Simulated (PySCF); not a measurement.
SMILES [OH2]->[Zn+2](<-[OH2])(<-[OH2])(<-[OH2])(<-[OH2])<-[OH2] (H12O6Zn (cation, charge +2)) at its GFN2-xTB optimised geometry (Å):

```
19

Zn    -0.0020    -0.0032     0.0000
O     -0.0121    -0.0653     2.0167
H     -0.8304    -0.1140     2.5268
H      0.6462     0.3375     2.5965
O      2.0159    -0.0032     0.0000
H      2.5801    -0.4541     0.6404
H      2.5306     0.0673    -0.8138
O      0.0338     2.0144     0.0000
H      0.8582     2.5148    -0.0471
H     -0.6087     2.5892     0.4341
O     -0.0640    -2.0199    -0.0263
H     -0.1378    -2.5427     0.7821
H      0.3592    -2.5892    -0.6809
O     -2.0195     0.0229     0.0273
H     -2.5801     0.6869    -0.3929
H     -2.5443    -0.7863     0.0732
O      0.0335     0.0330    -2.0170
H     -0.3964    -0.6044    -2.6007
H      0.1011     0.8568    -2.5162
```

Level of theory: CAM-B3LYP/def2-SVP run with PySCF 2.14.0. Cells within 0.4 Å of a nucleus heavier than hydrogen are left out (blank, or x).

Map of the log10 of the electron density (e/bohr³), floored at −4 on the plane z = 0.0 Å:

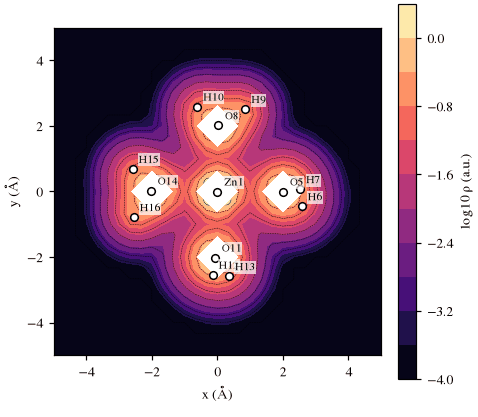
Fig. 1. Log10 of the electron density (e/bohr³), floored at −4 on the plane z = 0.0 Å.
